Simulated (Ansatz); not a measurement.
# Cu+ with CH4O: structure and interaction energy, part 3 of 3

Ansatz 0.2.0, Gaussian basis.

## Step 12: wB97M-V/def2-SVP

The inputs:

ab/in.yaml

```yaml
crystal:
  periodic: [false, false, false]
  atoms:
    - {symbol: Cu, position_ang: [0.807718, -0.855789, -2.098817]}
    - {symbol: C, position_ang: [-0.467926, 0.348607, 0.379143]}
    - {symbol: O, position_ang: [0.654793, -0.318048, -0.256034]}
    - {symbol: H, position_ang: [-0.959085, 0.946701, -0.384001]}
    - {symbol: H, position_ang: [-0.088962, 1.001591, 1.163826]}
    - {symbol: H, position_ang: [-1.157788, -0.390694, 0.784542]}
    - {symbol: H, position_ang: [1.211249, -0.732369, 0.411439]}
basis:
  gaussian: {orbitals: def2-SVP}
total_charge: 1
hamiltonian: {xc: {name: wB97M-V}}
```

a/in.yaml

```yaml
crystal:
  periodic: [false, false, false]
  atoms:
    - {symbol: Cu, position_ang: [0.807718, -0.855789, -2.098817]}
basis:
  gaussian:
    orbitals: def2-SVP
    ghost_atoms:
      - {symbol: C, position_ang: [-0.467926, 0.348607, 0.379143]}
      - {symbol: O, position_ang: [0.654793, -0.318048, -0.256034]}
      - {symbol: H, position_ang: [-0.959085, 0.946701, -0.384001]}
      - {symbol: H, position_ang: [-0.088962, 1.001591, 1.163826]}
      - {symbol: H, position_ang: [-1.157788, -0.390694, 0.784542]}
      - {symbol: H, position_ang: [1.211249, -0.732369, 0.411439]}
total_charge: 1
hamiltonian: {xc: {name: wB97M-V}}
```

b/in.yaml

```yaml
crystal:
  periodic: [false, false, false]
  atoms:
    - {symbol: C, position_ang: [-0.467926, 0.348607, 0.379143]}
    - {symbol: O, position_ang: [0.654793, -0.318048, -0.256034]}
    - {symbol: H, position_ang: [-0.959085, 0.946701, -0.384001]}
    - {symbol: H, position_ang: [-0.088962, 1.001591, 1.163826]}
    - {symbol: H, position_ang: [-1.157788, -0.390694, 0.784542]}
    - {symbol: H, position_ang: [1.211249, -0.732369, 0.411439]}
basis:
  gaussian:
    orbitals: def2-SVP
    ghost_atoms:
      - {symbol: Cu, position_ang: [0.807718, -0.855789, -2.098817]}
hamiltonian: {xc: {name: wB97M-V}}
```

Each run has its own folder and the same command.

Launch:

```
> ansatz run in.yaml --threads 4 --pin off --events-out ev --progress --plain --max-ram 9574MiB
```

Log of ab, shortened:

```text
Functional definition: wB97M-V
  name "wB97M-V"
  cite "Mardirossian & Head-Gordon, J. Chem. Phys. 144, 214110 (2016) doi:10.1063/1.4952647"
  cite "Becke, J. Chem. Phys. 107, 8554 (1997) doi:10.1063/1.475007"
  cite "Vydrov & Van Voorhis, J. Chem. Phys. 133, 244103 (2010) doi:10.1063/1.3521275"
  # Of w^i u^j: cxij and so on, Table III.
[...]
  gx(w, u) = 1 - cx + cx01*u + cx10*w
[...]
828 factors; integrals over basis functions are off by at most 1.2e-3 eV
184 factors; integrals over basis functions are off by at most 9.5e-5 eV
[...]
mean field -47770.40985022 eV, -1755.5301820487 hartree, gradient 3.6e-5 eV, S^2 0.000000; 0 other end points of the search recorded, 0 dependent functions left out
reference -47770.40990741 eV, -1755.5301841505 hartree; 23, 23 occupied and 56, 56 virtual orbitals, 828 factors
Total energy: -47770.40990741 eV, -1755.5301841505 hartree
```

a printed, shortened:

```text
[... 5 set-up lines as earlier in the session ...]
  # Of w^i u^j: cxij and so on, Table III.
[...]
  gx(w, u) = 1 - cx + cx01*u + cx10*w
[...]
      + integral(e_c_pw_mod_opposite_spin*gos(b97_w_opposite, b97_u_opposite)) + vv10(b, c)
786 factors; their error is unknown
179 factors; integrals over basis functions are off by at most 9.8e-5 eV
[...]
mean field -44623.51464832 eV, -1639.8839164213 hartree, gradient 6.6e-5 eV, S^2 0.000000; 0 other end points of the search recorded, 0 dependent functions left out
reference -44623.51468941 eV, -1639.8839179312 hartree; 14, 14 occupied and 65, 65 virtual orbitals, 786 factors
Total energy: -44623.51468941 eV, -1639.8839179312 hartree
```

b printed, shortened:

```text
[... 5 set-up lines as earlier in the session ...]
  # Of w^i u^j: cxij and so on, Table III.
[...]
  gx(w, u) = 1 - cx + cx01*u + cx10*w
[...]
      + integral(e_c_pw_mod_opposite_spin*gos(b97_w_opposite, b97_u_opposite)) + vv10(b, c)
848 factors; their error is unknown
171 factors; integrals over basis functions are off by at most 3.9e-5 eV
[...]
mean field -3144.88474100 eV, -115.5723825523 hartree, gradient 5.4e-5 eV, S^2 0.000000; 0 other end points of the search recorded, 0 dependent functions left out
reference -3144.88479146 eV, -115.5723844068 hartree; 9, 9 occupied and 70, 70 virtual orbitals, 848 factors
Total energy: -3144.88479146 eV, -115.5723844068 hartree
```

They took 6 s (ab), 3.8 s (a), 3.1 s (b) on 4 threads of Arm Neoverse N1, shared host.

E(ab) − E(a) − E(b) = -46.36 kcal/mol.

## Step 13: CCSD(T)/def2-SVP

Changes to ab/in.yaml since step 12:

```diff
@@ -13,2 +13,2 @@
 total_charge: 1
-hamiltonian: {xc: {name: wB97M-V}}
+correlation: {method: ccsd_t, frozen_orbitals: {C: 1, Cu: 9, H: 0, O: 1}}
```

Changes to a/in.yaml since step 12:

```diff
@@ -15,2 +15,2 @@
 total_charge: 1
-hamiltonian: {xc: {name: wB97M-V}}
+correlation: {method: ccsd_t, frozen_orbitals: {C: 1, Cu: 9, H: 0, O: 1}}
```

Changes to b/in.yaml since step 12:

```diff
@@ -14,2 +14,2 @@
       - {symbol: Cu, position_ang: [0.807718, -0.855789, -2.098817]}
-hamiltonian: {xc: {name: wB97M-V}}
+correlation: {method: ccsd_t}
```

The same command starts each run, in its folder.

Launch:

```
> ansatz run in.yaml --threads 4 --pin off --events-out ev --progress --plain --max-ram 9574MiB
```

Output in ab, shortened:

```text
[... 4 set-up lines as earlier in the session ...]
[...]
828 factors; integrals over basis functions are off by at most 1.2e-3 eV
[...]
mean field -47714.36254213 eV, -1753.4704814666 hartree, gradient 2.6e-6 eV, S^2 0.000000; 0 other end points of the search recorded, 0 dependent functions left out
11 core orbitals not correlated: weight in the atoms' cores, before any rotation towards them, 1.000 or more for the frozen orbitals, at most 0.000 for the correlated occupied ones
reference -47714.36254213 eV, -1753.4704814666 hartree; 12, 12 occupied and 56, 56 virtual orbitals, 828 factors
second order -16.86348883 eV of doubles, -0.00000000 eV of singles
cycle   1  -15.98495546 eV  change    8.8e-1 eV  update   1.2e-1
[...]
cycle  12  -16.62593073 eV  change   -4.2e-6 eV  update   2.1e-5
perturbative correction -0.49165207 eV, -0.0180678803 hartree
Total energy: -47731.48012492 eV, -1754.0995410316 hartree
```

Log of a, shortened:

```text
[... 4 set-up lines as earlier in the session ...]
[...]
726 factors; integrals over basis functions are off by at most 7.1e-4 eV
[...]
mean field -44584.78931489 eV, -1638.4607866665 hartree, gradient 1.2e-6 eV, S^2 0.000000; 0 other end points of the search recorded, 0 dependent functions left out
9 core orbitals not correlated: weight in the atoms' cores, before any rotation towards them, 1.000 or more for the frozen orbitals, at most 0.000 for the correlated occupied ones
reference -44584.78931489 eV, -1638.4607866665 hartree; 5, 5 occupied and 65, 65 virtual orbitals, 726 factors
second order -7.38081169 eV of doubles, -0.00000000 eV of singles
cycle   1  -6.23464809 eV  change     1.1e0 eV  update   8.7e-2
[...]
cycle  11  -6.53620207 eV  change    7.8e-6 eV  update   7.9e-6
perturbative correction -0.26360932 eV, -0.0096874637 hartree
Total energy: -44591.58912627 eV, -1638.7106751258 hartree
```

Log of b, shortened:

```text
[... 4 set-up lines as earlier in the session ...]
[...]
691 factors; integrals over basis functions are off by at most 1.2e-3 eV
[...]
mean field -3128.06835298 eV, -114.9543916910 hartree, gradient 1.0e-6 eV, S^2 0.000000; 0 other end points of the search recorded, 0 dependent functions left out
2 core orbitals not correlated: weight in the atoms' cores, before any rotation towards them, 1.000 or more for the frozen orbitals, at most 0.000 for the correlated occupied ones
reference -3128.06835298 eV, -114.9543916910 hartree; 7, 7 occupied and 70, 70 virtual orbitals, 691 factors
second order -9.26484868 eV of doubles, -0.00000000 eV of singles
cycle   1  -9.65220144 eV  change   -3.9e-1 eV  update   5.8e-2
[...]
cycle   9  -9.93074919 eV  change   -6.9e-7 eV  update   6.9e-6
perturbative correction -0.21720501 eV, -0.0079821368 hartree
Total energy: -3138.21630717 eV, -115.3273221292 hartree
```

Times: 2.1 s (ab), 1.3 s (a), 1.1 s (b) on 4 threads of Arm Neoverse N1, shared host.

Interaction energy, ab − a − b: -38.62 kcal/mol.

## Step 14: Vibrations of the pair

vib/in.yaml reads:

```yaml
crystal:
  periodic: [false, false, false]
  atoms:
    - {symbol: Cu, position_ang: [0.807718, -0.855789, -2.098817]}
    - {symbol: C, position_ang: [-0.467926, 0.348607, 0.379143]}
    - {symbol: O, position_ang: [0.654793, -0.318048, -0.256034]}
    - {symbol: H, position_ang: [-0.959085, 0.946701, -0.384001]}
    - {symbol: H, position_ang: [-0.088962, 1.001591, 1.163826]}
    - {symbol: H, position_ang: [-1.157788, -0.390694, 0.784542]}
    - {symbol: H, position_ang: [1.211249, -0.732369, 0.411439]}
basis:
  gaussian: {orbitals: def2-TZVP}
total_charge: 1
hamiltonian: {xc: pbe0, dispersion: d4}
phonons: {temperatures: {t_min: 298.15, t_max: 900, t_step: 200}}
```

Launch:

```
> ansatz run in.yaml --threads 4 --pin off --events-out ev --progress --plain --max-ram 9574MiB
```

The log of the run, shortened:

```text
[... 5 set-up lines as earlier in the session ...]
[...]
1049 factors; their error is unknown
[...]
mean field -47774.13326198 eV, -1755.6670149073 hartree, gradient 1.1e-5 eV, S^2 0.000000; 0 other end points of the search recorded, 0 dependent functions left out
[...]
Atom 4 at    -0.088962     1.001591     1.163826 Å, force    -0.000283     0.000116     0.000472 eV/Å
Atom 5 at    -1.157788    -0.390694     0.784542 Å, force     0.001552    -0.002352    -0.000743 eV/Å
Atom 6 at     1.211249    -0.732369     0.411439 Å, force    -0.000572     0.000477     0.000938 eV/Å
Dipole moment:     0.047991    -0.119368     0.009146 e Å
Vibrations: 72.50 183.41 340.45 403.58 1001.28 1117.33 1170.39 1385.87 1479.05 1483.84 1498.86 3081.58 3179.25 3195.99 3842.41 cm⁻¹, zero-point energy 1.452834 eV
```

It took 71 s on 4 threads of Arm Neoverse N1, shared host.

Wavenumbers and character of the modes:

```tsv
mode	wavenumber (cm⁻¹)	character
1	72	torsion
2	183	bend
3	340	torsion
4	404	Cu–O stretch
5	1001	C–O stretch
6	1117	bend
7	1170	bend
8	1386	bend
9	1479	bend
10	1484	bend
11	1499	bend
12	3082	C–H stretch
13	3179	C–H stretch
14	3196	C–H stretch
15	3842	O–H stretch
```

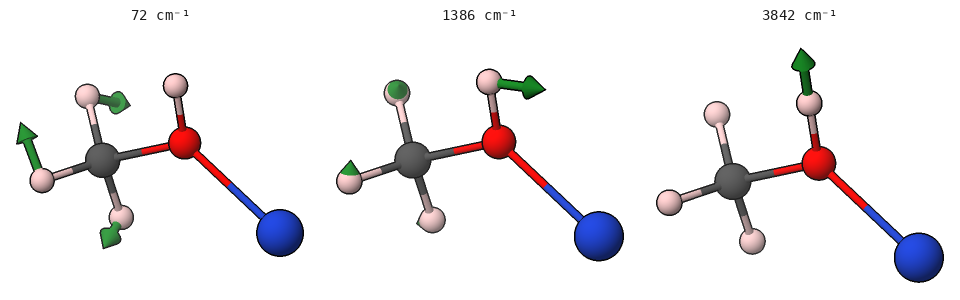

How the atoms move in 3 of the modes.

Vibrational sums (real modes only):

```tsv
T (K)	entropy (J/mol/K)	heat capacity (J/mol/K)
298	36.8	33.9
498	58.5	52.2
698	78.7	67.1
898	97.0	78.4
```

## Step 15: The ladder

The basis limit takes Hartree-Fock with exponent 7.88 and MP2 correlation with exponent 2.97 from the triple- and quadruple-zeta runs, and adds the coupled-cluster step over MP2 from triple zeta. Where a quadruple-zeta run was CCSD(T), only its Hartree-Fock and MP2 parts are used.

Rows are in def2-TZVPPD; times add the 3 runs of a level on a shared host, so small differences are noise.

Differences are taken before rounding.

```tsv
method	rung	interaction (kcal/mol)	from CCSD(T)/CBS (kcal/mol)	time
PBE-D4	GGA	-50.06	-5.91	6.2 s
revPBE-D4	GGA	-46.26	-2.11	6.5 s
BLYP-D4	GGA	-50.08	-5.93	7.3 s
r2SCAN-D4	meta-GGA	-51.10	-6.95	12 s
B97M-V	meta-GGA	-49.77	-5.62	26 s
PBE0-D4	hybrid	-45.95	-1.80	7 s
B3LYP-D4	hybrid	-47.32	-3.17	8.1 s
HSE06-D4	screened hybrid	-45.80	-1.65	8.1 s
wB97X-V	range-separated hybrid	-45.29	-1.13	22 s
wB97M-V	range-separated hybrid	-44.88	-0.73	26 s
B2PLYP	double hybrid	-44.90	-0.75	19 s
Hartree-Fock	wavefunction	-33.07	+11.09	
MP2	wavefunction	-42.32	+1.83	
CCSD	wavefunction	-39.80	+4.35	
CCSD(T)	wavefunction	-40.86	+3.29	2.3 min
CCSD(T)/CBS		-44.15	0	3 min
```

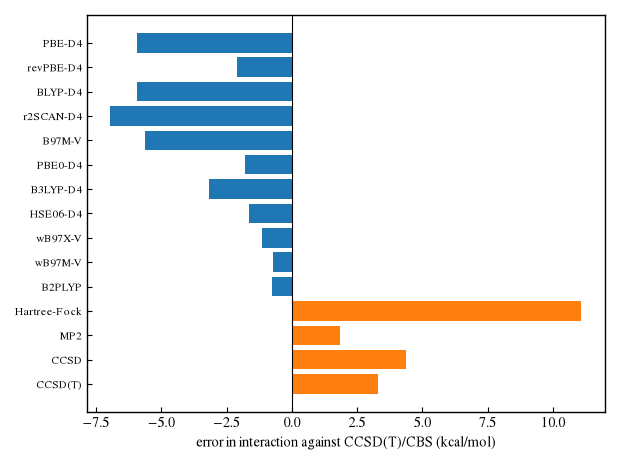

Error of each method against CCSD(T)/CBS.

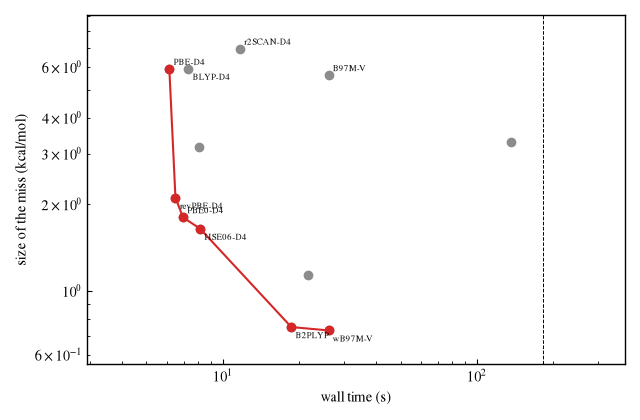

Miss against cost. Red marks the levels that no quicker level drawn beats (of those quicker than the yardstick), and the dashed line is the time of CCSD(T)/CBS. Only those levels and the largest misses are named. Times are from a shared host.

wB97M-V reaches 0.73 kcal/mol from the reference in 26 s, where CCSD(T)/CBS took 3 min; the quickest level in the cost chart, PBE-D4, takes 6.2 s and misses by 5.91 kcal/mol.

## Step 16: Results

What follows sums up all 3 parts.

```
                        quantity            value
 interaction energy, CCSD(T)/CBS  -44.15 kcal/mol
of it Hartree-Fock (basis limit)  -33.38 kcal/mol
              D4 term of PBE0-D4   -0.76 kcal/mol
                shortest contact    Cu1–O3 1.93 Å
               lowest wavenumber          72 cm⁻¹
```

In words: The pair is bound by 44.15 kcal/mol at fixed fragment shapes. Hartree-Fock gives 76 % of it, so electrostatics, induction and charge transfer lead. The functionals run from wB97M-V, off by -0.73 kcal/mol, to r2SCAN-D4, off by -6.95 kcal/mol, against CCSD(T)/CBS. Mean unsigned error by rung: GGA 4.65, meta-GGA 6.28, hybrid 2.49, screened hybrid 1.65, range-separated hybrid 0.93, double hybrid 0.75 kcal/mol. The double hybrids carry no dispersion term here, unlike the levels marked D4 or V. PBE-D4 gives an interaction energy 5.91 kcal/mol too low, an error of 13 % of the reference. CCSD(T) moves by -3.29 kcal/mol from triple zeta to the limit; gaps between functionals far smaller than that don't rank them. A lower arrangement may exist.
